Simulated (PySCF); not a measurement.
# WHOH: quintet, from a bent start

Where does quintet WHOH go from a bent start, is the end point a minimum, and what are its modes, charges and moments?

Method: PBE0, basis W def2-TZVP with ECP60, H def2-TZVP, O def2-TZVP, scalar-relativistic core potentials, no spin–orbit coupling, density fitting; program: PySCF 2.14.0.

## 1. Where the work starts

4 atoms, charge 0, spin multiplicity 5.

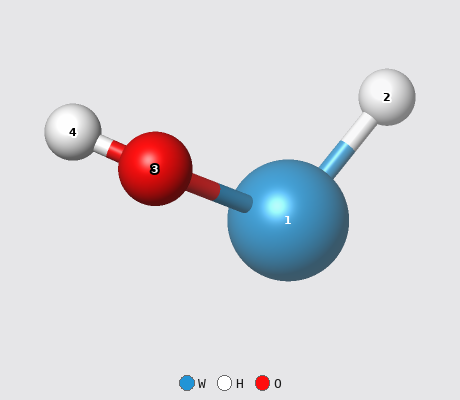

As it starts; tungsten blue, hydrogen white, oxygen red; atoms are numbered from 1 in the order of the file.

Z-matrix (Å, degrees; charge 0 multiplicity 5):
```
W
H  1 1.6900
O  1 2.0000 2 110.00
H  3 0.9600 1 130.00 2 90.00
```

## 2. Finding the electronic state

The steps below are one call of a driver around PySCF. For each, scf.py gives the equivalent set-up of the SCF; relaxations use the driver's own optimiser. After this first run the driver tries any further starts and a stability analysis.

scf.py

```python
from pyscf import gto, scf, dft
mol = gto.M(atom='''
W      0.000000     0.000000     0.000000
H      1.384400     0.000000     0.969300
O     -1.638300     0.000000     1.147200
H     -2.143800     0.735400     1.501100''',
    basis={'W': 'def2-TZVP', 'H': 'def2-TZVP', 'O': 'def2-TZVP'},
    ecp={'W': 'def2-TZVP'},
    charge=0, spin=4)
mf = dft.UKS(mol, xc='PBE0')
mf.grids.atom_grid = (50, 194)
aux = {'W': 'def2-universal-JKFIT', 'H': 'def2-universal-JKFIT', 'O': 'def2-universal-JKFIT'}
mf = mf.density_fit(auxbasis=aux)
mf.conv_tol = 1e-08
mf.diis_space = 10
mf.max_cycle = 60
mf.init_guess = 'minao'
mf.verbose = 4
mf.kernel()
```

On the command line:

```sh
$ OMP_NUM_THREADS=2 python axn.py task.json out
```

The log of the run:

```text
init E= -124.6026753504
[... the frontier-level lines of each cycle are left out ...]
cycle= 1 E= -143.179917349024  delta_E= -18.6  |g|= 0.693  |ddm|= 4.81
cycle= 2 E= -140.973321111878  delta_E= 2.21  |g|= 2.24  |ddm|= 1.57
cycle= 3 E= -143.358082877535  delta_E= -2.38  |g|= 0.156  |ddm|= 1.28
cycle= 4 E= -143.370336788026  delta_E= -0.0123  |g|= 0.0846  |ddm|= 0.28
cycle= 5 E= -143.374011396954  delta_E= -0.00367  |g|= 0.0218  |ddm|= 0.0948
cycle= 6 E= -143.374273917713  delta_E= -0.000263  |g|= 0.00569  |ddm|= 0.0214
cycle= 7 E= -143.374320374584  delta_E= -4.65e-05  |g|= 0.00346  |ddm|= 0.0146
cycle= 8 E= -143.37433650394  delta_E= -1.61e-05  |g|= 0.00126  |ddm|= 0.00848
cycle= 9 E= -143.374341671713  delta_E= -5.17e-06  |g|= 0.000527  |ddm|= 0.00542
cycle= 10 E= -143.374343221108  delta_E= -1.55e-06  |g|= 0.000291  |ddm|= 0.00315
cycle= 11 E= -143.374343718285  delta_E= -4.97e-07  |g|= 0.00011  |ddm|= 0.00202
cycle= 12 E= -143.374343831656  delta_E= -1.13e-07  |g|= 3.88e-05  |ddm|= 0.00115
cycle= 13 E= -143.374343840565  delta_E= -8.91e-09  |g|= 2.27e-05  |ddm|= 0.000268
Extra cycle  E= -143.374343841389  delta_E= -8.25e-10  |g|= 2.16e-05  |ddm|= 6.28e-05
converged SCF energy = -143.374343841389  <S^2> = 6.0179068  2S+1 = 5.0071576
```

This step, with its further starts and checks, ran for 9.2 s (2 threads of Arm Neoverse V2, shared host).

The starts that the driver tried:

```
                      start  energy (Eh)
    the minimal-basis guess  -143.374344
a thermally smeared density  -143.374344
      a smeared PBE density  -143.374344
```

No lower solution of this spin turned up from the other starts or in the test of internal stability.

## 3. Bent start, quintet: relaxation

The program finds C1 symmetry in the start. Threshold on the gradient: 0.0003 Eh/bohr, with a further test on the energy change.

Edit scf.py of step 2 so:

```diff
@@ -3,4 +3,4 @@
-W      0.000000     0.000000     0.000000
-H      1.384400     0.000000     0.969300
-O     -1.638300     0.000000     1.147200
-H     -2.143800     0.735400     1.501100''',
+W      0.133539    -0.003670    -0.103184
+H      1.517939    -0.003670     0.866116
+O     -1.504761    -0.003670     1.044016
+H     -2.010261     0.731730     1.397916''',
@@ -17 +16,0 @@
-mf.init_guess = 'minao'
```

The optimiser's trace:

```
step  energy (Eh)  change (kJ/mol)  largest gradient (Eh/bohr)
   0  -143.374344             0.00                     0.04414
   1  -143.381086           -17.70                     0.01860
   2  -143.382848           -22.33                     0.01339
   3  -143.383072           -22.92                     0.01236
   4  -143.383323           -23.57                     0.00774
   5  -143.383477           -23.98                     0.00173
   6  -143.383487           -24.01                     0.00042
   7  -143.383491           -24.01                     0.00035
   8  -143.383492           -24.02                     0.00018
```

The walk took 16 s.

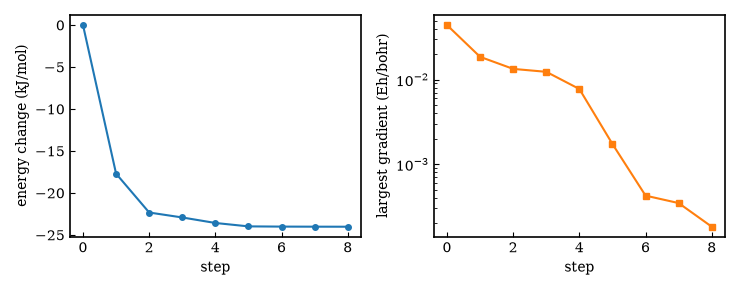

Energy and largest gradient along the walk.

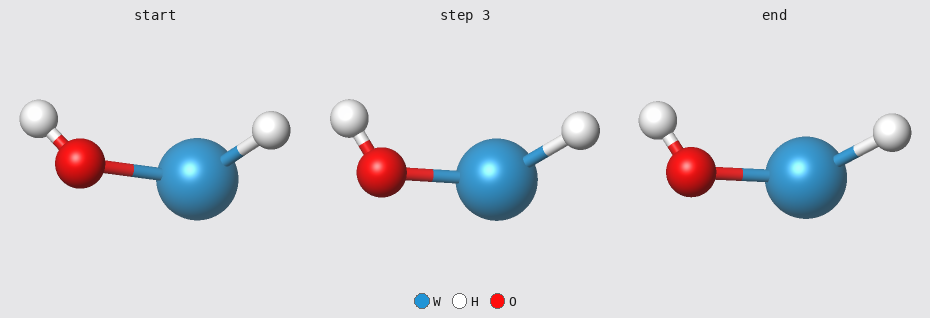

Start and end of the relaxation, with a step between.

It settles in C1 symmetry, 24.0 kJ/mol below the start, after 8 steps: O–H 0.963 Å, W–H 1.733 Å, W–O 1.895 Å; H–O–W 120.9°, H–W–O 123.5°.

## 4. Hessian and properties

On the finer grid the gradient is checked again; gradients at displacements of ±0.02 bohr then give force constants and infrared intensities.

Edit scf.py of step 3 so:

```diff
@@ -3,4 +3,4 @@
-W      0.133539    -0.003670    -0.103184
-H      1.517939    -0.003670     0.866116
-O     -1.504761    -0.003670     1.044016
-H     -2.010261     0.731730     1.397916''',
+W      0.132668     0.000676    -0.085816
+H      1.675028    -0.001989     0.706685
+O     -1.517783    -0.053588     0.844416
+H     -1.872155     0.734946     1.268966''',
@@ -11 +11 @@
-mf.grids.atom_grid = (50, 194)
+mf.grids.atom_grid = (75, 302)
@@ -14 +14 @@
-mf.conv_tol = 1e-08
+mf.conv_tol = 1e-10
```

The driver hands on the density of the step before, so the log starts near convergence.

SCF at the final geometry:

```text
init E= -143.383502928062
[... the frontier-level lines of each cycle are left out ...]
cycle= 1 E= -143.383502928079  delta_E= -1.7e-11  |g|= 2.15e-06  |ddm|= 6.9e-06
Extra cycle  E= -143.38350292808  delta_E= -1.14e-13  |g|= 2.63e-06  |ddm|= 5.75e-06
converged SCF energy = -143.38350292808  <S^2> = 6.0165374  2S+1 = 5.0066106
```

The whole step took 70 s.

Geometry: C1; O–H 0.963 Å, W–H 1.734 Å, W–O 1.895 Å; H–O–W 120.9°, H–W–O 123.4°.

Harmonic modes (main isotopes):

| symmetry | ω (cm⁻¹) | IR (km/mol) |
| --- | --- | --- |
| a | 380 | 86.0 |
| a | 489 | 41.0 |
| a | 685 | 225 |
| a | 704 | 46.6 |
| a | 1911 | 169 |
| a | 3825 | 87.2 |

No imaginary mode, so this is a minimum.

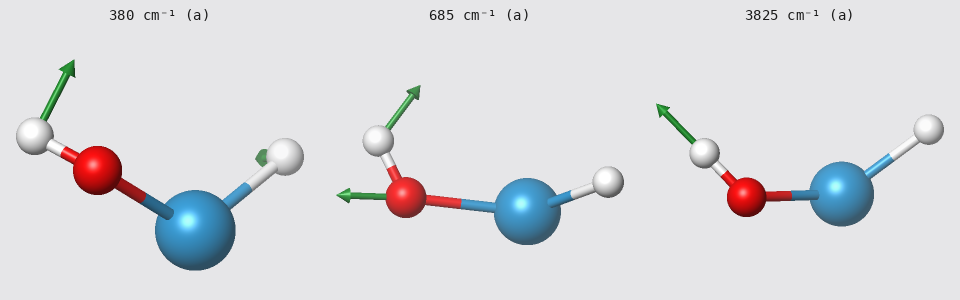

How the atoms move in 3 of the modes.

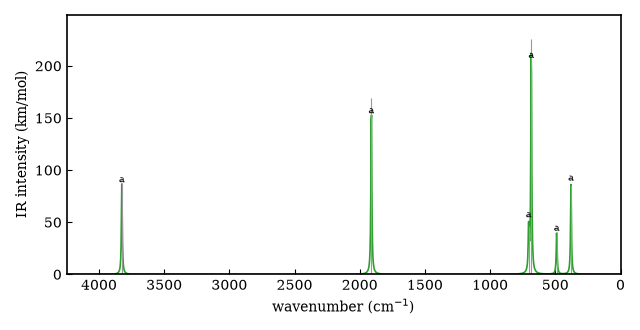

The harmonic infrared spectrum (widths in cm⁻¹). Lines are broadened to a width of 8 cm⁻¹ (Lorentzian).

Properties at this point:

| Item | Value |
| --- | --- |
| Dipole moment | 1.47 D |
| Highest occupied level | -5.70 eV |
| Lowest empty level | -1.84 eV |
| Rotational constants | 6.237, 0.2819, 0.2748 cm⁻¹ |
| Zero-point energy | 47.8 kJ/mol |
| Principal polarisabilities | 50.6, 51.9, 54.9 bohr³ |
| Atomisation energy without zero-point energy | 1189 kJ/mol |
| Principal traceless quadrupole moments about the centre of mass | -6.14, -1.90, 8.04 D Å |
| Entropy at 298.15 K and 1 bar (electronic part: spin only) | 285.1 J/(mol K) |
| Heat capacity Cp at 298.15 K | 52.0 J/(mol K) |
| Enthalpy at 298.15 K above 0 K | 12.00 kJ/mol |
| Rotational symmetry number | 1 |
| Spin squared ⟨S²⟩ | 6.017 |

Charges (e) and bond orders:

| atom | Mulliken | Löwdin | polar tensor | spin (Mulliken) | Mayer order to W1 |
| --- | --- | --- | --- | --- | --- |
| W1 | 0.44 | 0.32 | 0.76 | 4.13 | – |
| H2 | -0.13 | -0.14 | -0.25 | -0.11 | 0.97 |
| O3 | -0.65 | -0.33 | -0.80 | -0.03 | 1.09 |
| H4 | 0.33 | 0.16 | 0.29 | 0.02 | 0.03 |

Mulliken populations on W1 (outside its core potential): s 2.89, p 6.29, d 4.33, f 0.04.

## 5. Summary of results

| quantity | value |
| --- | --- |
| minimum | quintet, C1 |
| geometry | O–H 0.963 Å, W–H 1.734 Å, W–O 1.895 Å; H–O–W 120.9°, H–W–O 123.4° |
| wavenumbers (cm⁻¹) | 380 (a), 489 (a), 685 (a), 704 (a), 1911 (a), 3825 (a) |
| dipole moment | 1.47 D |
| highest occupied, lowest empty level (either spin) | -5.70, -1.84 eV |
| polar-tensor charge of W1 | +0.76 e |
| zero-point energy | 47.8 kJ/mol |
| entropy at 298.15 K | 285.1 J/(mol K) |
| atomisation energy (no zero-point energy) | 1189 kJ/mol |
| ⟨S²⟩ | 6.017 |

What this shows: The bent start ends in a minimum without symmetry. In the infrared the band at 685 cm⁻¹ (a) leads. Most of the spin sits on W1 (Mulliken spin 4.13, against 4 for the whole molecule). Only this shape and spin were tried, so other structures or states may lie lower. One determinant may miss the lowest occupation of an open d or f shell. Spin–orbit coupling, left out here, can matter for elements this heavy.

The search up to here took 96 s.
